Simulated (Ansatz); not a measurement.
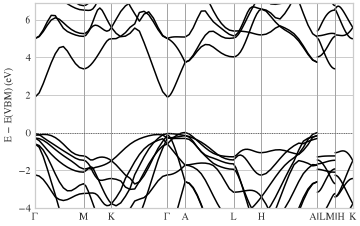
Band structure from r²SCAN (plane waves, PAW; program Ansatz)

**Question.** Read off the gap and where the band edges lie.

**Answer.** About 1.9 eV (1.89 eV by a search for the band edges); maximum at A, minimum at Γ.

The material is GaN in space group P6_222 (No. 180; Ga on 3d, N on 3c).

The start of the workflow was typed in or built on a structure type; neither database checked (COD, Materials Project) lists it. It is not the phase usual at ambient conditions (space group No. 186, 216). The cell was relaxed with r²SCAN under the symmetry of its start; its stability against distortions is not shown here. Scalar-relativistic: spin–orbit coupling is off unless named, which matters more the heavier the elements.

Potentials: the later of the program's two PAW sets.
